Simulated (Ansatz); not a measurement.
**ZrB (rocksalt): how the settings move a single-point run**

How sensitive is a single-point run of ZrB (rocksalt) to its settings? A reference run comes first, then four runs with altered input.

Method: reference: DFT PBE, scalar-relativistic, plane waves, PAW, in Ansatz 0.2.0.

1 further run of the same task is left out (it didn't finish).

### Step 1. The starting structure

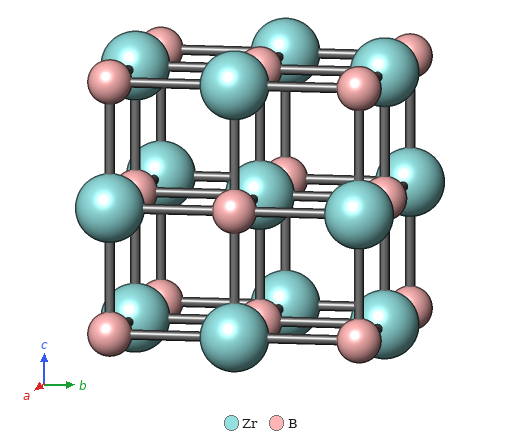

Start, viewed slightly off an axis; zirconium light teal, boron pink. Atoms on the faces are drawn again on the opposite ones. The cell drawn here is the conventional one.

Coordinates:

```
Zr B
1.0
     0.00000    2.45212    2.45212
     2.45212    0.00000    2.45212
     2.45212    2.45212    0.00000
Zr B
1 1
Direct
  0.50000 0.50000 0.50000
  0.00000 0.00000 0.00000
```

### Step 2. Baseline

input.yaml

```yaml
crystal:
  lattice:
    - [0.0, 2.452121716, 2.452121716]
    - [2.452121716, 0.0, 2.452121716]
    - [2.452121716, 2.452121716, 0.0]
  atoms:
    - { symbol: Zr, position: [0.5, 0.5, 0.5] }
    - { symbol: B, position: [0.0, 0.0, 0.0] }
basis:
  ecutwfc: 420
  ecutrho_ratio: 4
kpoints:
  mp_grid: { grid: [12, 12, 12] }
hamiltonian:
  xc: pbe
scf:
  occupations: { method: gaussian, width: 0.05 }
output:
  forces: true
  stress: true
  eigenvalues: true
```

Command:

```bash
> ansatz run input.yaml --threads 2 --pin off --max-ram 2662MiB --backend cpu --events-out ev --progress --plain --runs-dir out
```

Excerpt of the output:

```text
[...]
Basis set: ecut = 420 eV, 561 PW (Γ), exchange–correlation on 48×48×48 points (8 copies of the dense FFT grid, shifted against one another)
[...]
k-points: 72 of 1728
[...]
SCF iter   1: F=—  HF=-4340.539803 eV  |F-HF|=—  |Δ(HF+E_count)|=         —  Δρ=2.81e-3  dr2=3.54e-3  ethr=1.77e-3  ⟨swp⟩=4.9  Hψ=4323  notcnv=0
preconditioner: auto → none  [metal: Δε(μ)=0.026 eV  Ē_g=7.120 eV  σ=0.050 eV  W_gap=0.29  n_scr=8 (ndim 8)  ℏωp=18.1 eV  f_vac=0.000  D(μ)=0.83/eV (n_scr^D=8)  sad-step TF]
SCF iter   2: F=—  HF=-4340.538758 eV  |F-HF|=—  |Δ(HF+E_count)|=   1.05e-3  Δρ=1.51e-3  dr2=8.39e-4  ethr=2.36e-5  ⟨swp⟩=2.1  Hψ=1741  notcnv=0
[...]
SCF iter   5: F=-4340.538590 eV  HF=-4340.538590 eV  |F-HF|=5.85e-9  |Δ(HF+E_count)|=   2.13e-8  Δρ=1.06e-5  dr2=1.98e-8  ethr=5.16e-9  ⟨swp⟩=2.0  Hψ=1259  notcnv=0
SCF iter   6: F=-4340.538590 eV  HF=-4340.538590 eV  |F-HF|=6.23e-10  |Δ(HF+E_count)|=   1.04e-8  Δρ=2.23e-6  dr2=1.12e-9  ethr=1.32e-10  ⟨swp⟩=3.0  Hψ=3115  notcnv=0
[...]
SCF converged after 6 iterations
Free energy (F): -4340.538590 eV
[...]
E sigma→0 (E₀):  -4340.538056 eV
[...]
Fermi energy:    12.149398 eV
[...]
  P = ⅓ Tr σ = 0.0051 GPa (0.051 kbar)
[...]
```

Run time: 0.88 s. Hardware: 2 threads of Arm Neoverse V1, shared host; peak memory 0.3 GiB.

### Step 3. Changing settings: accuracy high

Changes to input.yaml since step 2:

```diff
@@ -20,2 +20,2 @@
   stress: true
-  eigenvalues: true
+accuracy: high
```

Command:

```bash
> ansatz run input.yaml --threads 2 --pin off --max-ram 2662MiB --backend cpu --events-out ev --progress --plain --runs-dir out
```

The program printed (excerpt; [...] marks lines left out):

```text
Warning: RAYON_NUM_THREADS=2 ignored (pool sized by the plan → 2); use --threads N
[...]
Pseudopotentials: kind: paw
Pseudopotential: Zr, paw, valence charge 12, recommended cutoff 420 eV (normal), Zr.paw.azcp
Pseudopotential: B, paw, valence charge 3, recommended cutoff 420 eV (normal), B.paw.azcp
Functional definition: PBE
[...]
Crystal: 2 atoms, lattice volume = 29.489 Å³
Basis set: ecut = 420 eV, 561 PW (Γ), exchange–correlation on 54×54×54 points (8 copies of the dense FFT grid, shifted against one another)
Bands: 12, of which v1, the nominal top of the filled ones, is band 8 counted from 1 (7 counted from 0)
Symmetry: 48 space group operations
Space group: Fm-3m (ITA 225), of the structure as read, at distance tolerance 3.1e-5 Å
k-points: 72 of 1728
[...]
SCF iter   1: F=—  HF=-4340.539806 eV  |F-HF|=—  |Δ(HF+E_count)|=         —  Δρ=2.80e-3  dr2=3.53e-3  ethr=1.77e-3  ⟨swp⟩=5.0  Hψ=4320  notcnv=0
[...]
SCF iter   7: F=-4340.538590 eV  HF=-4340.538590 eV  |F-HF|=9.09e-13  |Δ(HF+E_count)|=  3.33e-10  Δρ=1.45e-7  dr2=1.77e-12  ethr=1.00e-12  ⟨swp⟩=4.0  Hψ=3898  notcnv=0
[...]
SCF converged after 7 iterations
Free energy (F): -4340.538590 eV
[...]
E sigma→0 (E₀):  -4340.538056 eV
Entropy (-TS):   -0.001068 eV (-0.534 meV/atom)
Fermi energy:    12.149410 eV
[...]
--- Forces (eV/Å), atoms counted from 1 ---
  atom   1  Zr     0.00000000    -0.00000000    -0.00000000
  atom   2  B     -0.00000000    -0.00000000     0.00000000
[...]
--- Stress (GPa, compression-positive) ---
        0.005131      -0.000000      -0.000000
       -0.000000       0.005131      -0.000000
       -0.000000       0.000000       0.005131
  P = ⅓ Tr σ = 0.0051 GPa (0.051 kbar)
```

Run time: 1 s. Hardware: 2 threads of Arm Neoverse V1, shared host; peak memory 0.31 GiB.

The changed input (accuracy level) leaves the energy the same to the digits printed.

### Step 4. Variant: hubbard.sites [{species: Zr, l: d, u_eff: 5.0}], hubbard.double_counting amf, n_extra_bands 4, accuracy high

Changes to input.yaml since step 2:

```diff
@@ -15,4 +15,6 @@
   xc: pbe
+  hubbard: { sites: [{ species: Zr, l: d, u_eff: 5.0 }], double_counting: amf }
 scf:
   occupations: { method: gaussian, width: 0.05 }
+  n_extra_bands: 4
 output:
@@ -20,2 +22,2 @@
   stress: true
-  eigenvalues: true
+accuracy: high
```

Command:

```bash
> ansatz run input.yaml --threads 2 --pin off --max-ram 2662MiB --backend cpu --events-out ev --progress --plain --runs-dir out
```

The program printed (excerpt; [...] marks lines left out):

```text
Warning: RAYON_NUM_THREADS=2 ignored (pool sized by the plan → 2); use --threads N
Zr: projections on atomic orbitals take those of the free atom [Ar 3d10] 4s2 4p6 4d2 5s2, of charge +0.00 (hamiltonian.pseudopotentials.projection_atoms); the dataset's partial waves leave at most 4.4e-6 of an orbital's norm unspanned inside its sphere
B: projections on atomic orbitals take those of the free atom [He] 2s2 2p1, of charge +0.00 (hamiltonian.pseudopotentials.projection_atoms); the dataset's partial waves leave at most 3.0e-9 of an orbital's norm unspanned inside its sphere
scf.n_extra_bands = 4 over 8 filled bands (N_el = 15.0): the run solves 12 bands
[...]
[... 4 set-up lines as earlier in the session ...]
[...]
[... 1 set-up line as earlier in the session ...]
k-points: 72 of 1728
[...]
SCF iter   1: F=—  HF=-4341.040609 eV  |F-HF|=—  |Δ(HF+E_count)|=         —  Δρ=5.99e-2  dr2=1.80e0  ethr=3.10e-3  ⟨swp⟩=5.0  Hψ=4328  notcnv=0
[...]
SCF iter   9: F=-4340.680748 eV  HF=-4340.680748 eV  |F-HF|=9.09e-13  |Δ(HF+E_count)|=  9.56e-10  Δρ=9.84e-8  dr2=2.14e-12  ethr=1.00e-12  ⟨swp⟩=4.1  Hψ=3885  notcnv=0
[...]
SCF converged after 9 iterations
Free energy (F): -4340.680748 eV
[...]
E sigma→0 (E₀):  -4340.680174 eV
Entropy (-TS):   -0.001147 eV (-0.574 meV/atom)
Fermi energy:    12.162821 eV
[...]
DFT+U double counting: amf (around mean field; hamiltonian.hubbard.double_counting)
--- Forces (eV/Å), atoms counted from 1 ---
  atom   1  Zr     0.00000000     0.00000000    -0.00000000
  atom   2  B     -0.00000000     0.00000000     0.00000000
[...]
--- Stress (GPa, compression-positive) ---
        1.109450      -0.000000      -0.000000
        0.000000       1.109450       0.000000
       -0.000000       0.000000       1.109450
  P = ⅓ Tr σ = 1.1094 GPa (11.094 kbar)
Occupation matrices written to <dir>
```

It took 1.8 s on 2 threads of Arm Neoverse V1, shared host; peak memory 0.33 GiB.

Changing the Hubbard U and accuracy level moves the energy by -71.1 meV/atom, and the pressure goes from 0.0 to 1.1 GPa. The U term adds an energy of its own, so the shift says nothing about which run is better.

### Step 5. Variant: ecutwfc 250 eV

Changes to input.yaml since step 2:

```diff
@@ -9,3 +9,3 @@
 basis:
-  ecutwfc: 420
+  ecutwfc: "250 eV"
   ecutrho_ratio: 4
@@ -20,2 +20 @@
   stress: true
-  eigenvalues: true
```

Command:

```bash
> ansatz run input.yaml --threads 2 --pin off --max-ram 2662MiB --backend cpu --events-out ev --progress --plain --runs-dir out
```

The program printed (excerpt; [...] marks lines left out):

```text
Warning: basis.ecutwfc = 250 eV is below the records' recommended 420 eV, and the density's cutoff is lower with it unless basis.ecutrho_ratio is high enough to keep the records' density cutoff: compare with a run at a higher cutoff
Warning: basis.ecutrho_ratio = 4 (ecutrho = 1000 eV) is below the records' recommended 1680 eV
Warning: RAYON_NUM_THREADS=2 ignored (pool sized by the plan → 2); use --threads N
[...]
[... 4 set-up lines as earlier in the session ...]
[...]
Crystal: 2 atoms, lattice volume = 29.489 Å³
Basis set: ecut = 250 eV, 259 PW (Γ), exchange–correlation on 36×36×36 points (8 copies of the dense FFT grid, shifted against one another)
Bands: 12, of which v1, the nominal top of the filled ones, is band 8 counted from 1 (7 counted from 0)
[... 2 set-up lines as earlier in the session ...]
k-points: 72 of 1728
[...]
SCF iter   1: F=—  HF=-4340.211371 eV  |F-HF|=—  |Δ(HF+E_count)|=         —  Δρ=7.85e-3  dr2=7.57e-3  ethr=1.77e-3  ⟨swp⟩=4.3  Hψ=4247  notcnv=0
[...]
SCF iter   6: F=-4340.210045 eV  HF=-4340.210045 eV  |F-HF|=6.73e-11  |Δ(HF+E_count)|=  5.13e-10  Δρ=4.87e-7  dr2=1.01e-10  ethr=9.60e-11  ⟨swp⟩=1.9  Hψ=2455  notcnv=0
[...]
SCF converged after 6 iterations
Free energy (F): -4340.210045 eV
[...]
E sigma→0 (E₀):  -4340.209479 eV
Entropy (-TS):   -0.001132 eV (-0.566 meV/atom)
Fermi energy:    12.176178 eV
[...]
--- Forces (eV/Å), atoms counted from 1 ---
  atom   1  Zr     0.00000000    -0.00000000    -0.00000000
  atom   2  B     -0.00000000     0.00000000     0.00000000
[...]
--- Stress (GPa, compression-positive) ---
        1.151847      -0.000000      -0.000000
       -0.000000       1.151847      -0.000000
        0.000000       0.000000       1.151847
  P = ⅓ Tr σ = 1.1518 GPa (11.518 kbar)
```

Wall time 0.62 s (2 threads of Arm Neoverse V1, shared host); peak memory 0.26 GiB.

Changing the cutoff moves the energy by +164.3 meV/atom, and the pressure goes from 0.0 to 1.2 GPa. The lower cutoff gives the higher energy: the smaller basis describes the state less well. The log warns that the cutoff is under what these potentials recommend, so the shift is basis error. These settings are too coarse to quote as the system's properties.

### Step 6. Variant: scf.algorithm density_mixing, accuracy medium

Changes to input.yaml since step 2:

```diff
@@ -17,2 +17,3 @@
   occupations: { method: gaussian, width: 0.05 }
+  algorithm: density_mixing
 output:
@@ -20,2 +21,6 @@
   stress: true
-  eigenvalues: true
+  write_density: true
+  write_potential: true
+  elf: true
+  volumetric_format: npy
+accuracy: medium
```

Command:

```bash
> ansatz run input.yaml --threads 2 --pin off --max-ram 2662MiB --backend cpu --events-out ev --progress --plain --runs-dir out
```

The program printed (excerpt; [...] marks lines left out):

```text
Warning: RAYON_NUM_THREADS=2 ignored (pool sized by the plan → 2); use --threads N
[...]
[... 4 set-up lines as earlier in the session ...]
[...]
Crystal: 2 atoms, lattice volume = 29.489 Å³
Basis set: ecut = 420 eV, 561 PW (Γ), exchange–correlation on 48×48×48 points (8 copies of the dense FFT grid, shifted against one another)
Bands: 12, of which v1, the nominal top of the filled ones, is band 8 counted from 1 (7 counted from 0)
[... 2 set-up lines as earlier in the session ...]
k-points: 72 of 1728
[...]
SCF iter   1: F=—  HF=-4340.539803 eV  |F-HF|=—  |Δ(HF+E_count)|=         —  Δρ=2.81e-3  dr2=3.54e-3  ethr=1.77e-3  ⟨swp⟩=4.9  Hψ=4323  notcnv=0
[...]
SCF iter   6: F=-4340.538590 eV  HF=-4340.538590 eV  |F-HF|=6.24e-10  |Δ(HF+E_count)|=   1.04e-8  Δρ=2.23e-6  dr2=1.13e-9  ethr=1.32e-10  ⟨swp⟩=5.9  Hψ=4605  notcnv=0
[...]
SCF converged after 6 iterations
Free energy (F): -4340.538590 eV
[...]
E sigma→0 (E₀):  -4340.538056 eV
Entropy (-TS):   -0.001068 eV (-0.534 meV/atom)
Fermi energy:    12.149398 eV
[...]
--- Forces (eV/Å), atoms counted from 1 ---
  atom   1  Zr     0.00000000     0.00000000    -0.00000000
  atom   2  B     -0.00000000     0.00000000    -0.00000000
[...]
--- Stress (GPa, compression-positive) ---
        0.005058       0.000000      -0.000000
        0.000000       0.005058      -0.000000
       -0.000000       0.000000       0.005058
  P = ⅓ Tr σ = 0.0051 GPa (0.051 kbar)
--- Band table (eV; the first three rows and the last of 72) ---
  k-point 0: bands = ["-35.3150", "-13.1433", "-13.1433", "-13.1433", "4.1270", "13.9082", "13.9082", "13.9082", "15.3001", "15.3001", "15.5910", "15.5910"]
[...]
```

Wall time 1.1 s (2 threads of Arm Neoverse V1, shared host); peak memory 0.31 GiB.

Energy and cycle count are those of the reference, so the change (solver) left the result and the number of cycles as they were.

### Step 7. Side by side

```csv
run,ending,energy change,pressure (GPa),gap (eV),force (eV/Å),cycles,time
reference,converged,0,0.0,0.00,0.00,6,0.88 s
1: accuracy high,converged,0.0 meV/atom,0.0,0.00,0.00,7,1 s
"2: hubbard.sites [{species: Zr, l: d, u_eff: 5.0}], hubbard.double_counting amf, n_extra_bands 4, accuracy high",converged,-71.1 meV/atom (U changed: no physical gain or loss),1.1,0.00,0.00,9,1.8 s
3: ecutwfc 250 eV,converged,+164.3 meV/atom,1.2,0.00,0.00,6,0.62 s
"4: scf.algorithm density_mixing, accuracy medium",converged,0.0 meV/atom,0.0,0.00,0.00,6,1.1 s
```

Times don't compare one to one where runs were asked for different outputs or read a saved state (see the inputs); cycles may leave out searches for a lower state.

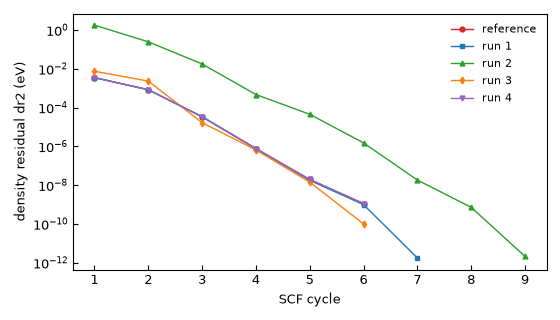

Residual by cycle in the longest SCF loop of each run; runs are numbered as in the table.

**Reading.** Of the converged runs whose energies compare with the reference's, «ecutwfc 250 eV» moves the energy most (+164.3 meV/atom). Run 3 ran under the cutoff that the potentials recommend, as the log warns, so basis error is mixed into its values. A changed U is a change of model: its shifts are not errors of convergence.
